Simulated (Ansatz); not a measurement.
# C2H2BFO2: geometry optimisation in Python

Aim: a geometry optimisation, for C2H2BFO2, run from a script. SMILES: FB1OC=CO1.

All numbers are computed with the Python package of Ansatz 0.2.0. Level of theory: CAM-B3LYP/def2-SVP.

### 1 The system

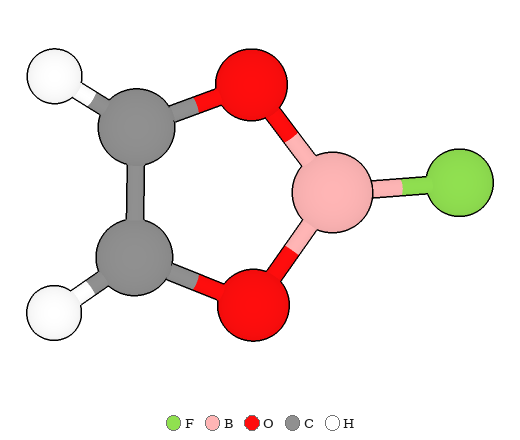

The structure that the script starts from, seen from a chosen angle (fluorine green, boron pink, oxygen red, carbon grey, hydrogen white).

The script holds or builds the structure itself.

### 2 Script

The input, opt_c2h2bfo2.py:

```python
"""Minimum-energy structure of C2H2BFO2."""

import logging
import sys

import ansatz as az
import numpy as np

logging.basicConfig(stream=sys.stdout, format="%(levelname)s:%(name)s:%(message)s")
logger = logging.getLogger("run")
logger.setLevel(logging.INFO)

molecule = (
    az.Crystal.molecule()
    .atom("F", [0.378, -0.9191, 2.6106])
    .atom("B", [0.1794, -0.2856, 1.2886])
    .atom("O", [1.1903, -0.2763, 0.2342])
    .atom("C", [0.61, 0.1316, -0.898])
    .atom("C", [-0.76, 0.3088, -0.6787])
    .atom("O", [-1.1022, 0.0875, 0.6645])
    .atom("H", [1.0326, 0.2542, -1.8561])
    .atom("H", [-1.4361, 0.6419, -1.4209])
)

setup = (
    molecule.calculation()
    .basis(gaussian="def2-SVP")
    .functional("cam_b3lyp")
)
symbols = [site.symbol for site in molecule.cartesian_sites]
start = np.array([site.position_ang for site in molecule.cartesian_sites], dtype=float)
rep = setup.relax(force_tolerance=0.01, max_steps=100).run().report
end = np.array(rep["positions_ang"])

for key in ("converged", "free_energy_ev", "reference_energy_ev", "n_frozen", "n_occupied", "n_virtual"):
    logger.info(f"{key:22s} {rep[key]}")

logger.info("bond        before    after (A)")
for i, j in [(0, 1), (1, 2), (1, 5), (2, 3), (3, 4), (3, 6), (4, 5), (4, 7)]:
    d0, d1 = (np.linalg.norm(xyz[i] - xyz[j]) for xyz in (start, end))
    print(f"{symbols[i]}{i}-{symbols[j]}{j}".ljust(10), f"{d0:8.4f} {d1:8.4f}")

charges = rep["charge_distribution"]
dipole = np.array(charges["dipole_moment_e_ang"]) * 4.803205
logger.info("dipole (D): {:.3f} {:.3f} {:.3f}, length {:.3f}".format(*dipole, np.linalg.norm(dipole)))
logger.info("atom  Mulliken   Lowdin")
for symbol, m, l in zip(symbols, charges["mulliken_charges_e"], charges["lowdin_charges_e"]):
    logger.info(f"{symbol:4s} {m:9.3f} {l:8.3f}")
with open("c2h2bfo2_opt.xyz", "w") as handle:
    handle.write(f"{len(symbols)}\nrelaxed C2H2BFO2\n")
    handle.writelines(f"{s:2s} {x:11.6f} {y:11.6f} {z:11.6f}\n" for s, (x, y, z) in zip(symbols, end))
```

### 3 What the engine is handed

The package turns the script's settings into the engine's input:

```yaml
crystal:
  periodic: [false, false, false]
  atoms:
    - { symbol: F, position_ang: [0.378, -0.9191, 2.6106] }
    - { symbol: B, position_ang: [0.1794, -0.2856, 1.2886] }
    - { symbol: O, position_ang: [1.1903, -0.2763, 0.2342] }
    - { symbol: C, position_ang: [0.61, 0.1316, -0.898] }
    - { symbol: C, position_ang: [-0.76, 0.3088, -0.6787] }
    - { symbol: O, position_ang: [-1.1022, 0.0875, 0.6645] }
    - { symbol: H, position_ang: [1.0326, 0.2542, -1.8561] }
    - { symbol: H, position_ang: [-1.4361, 0.6419, -1.4209] }
basis:
  gaussian:
    orbitals: def2-SVP
hamiltonian:
  xc: cam_b3lyp
relax:
  f_tol: 0.01
  max_steps: 100
```

### 4 The run

Run with:

```
> python opt_c2h2bfo2.py
```

**Question.** What results will this script give? Wanted: total energy; dipole moment; moves of the relaxation; energy gained; last largest force component.

The runs gave:

| quantity | value |
| --- | --- |
| total energy | -9586.4046 eV |
| dipole moment | 2.50 D |
| moves of the relaxation | 6 |
| energy gained | 1.344 eV |
| last largest force component | 0.0033 eV/Å |

In words: The relaxation took 6 moves; the largest shift is 0.246 Å, of atom 1 (F). Caveats:
- The end point is the stationary point reached from this start; no frequency run checks that it is a minimum, and the basis set is modest.
- The Löwdin charges here are taken after orthogonalising the functions within each atom; they differ from plain Löwdin charges, and their signs can be unphysical.
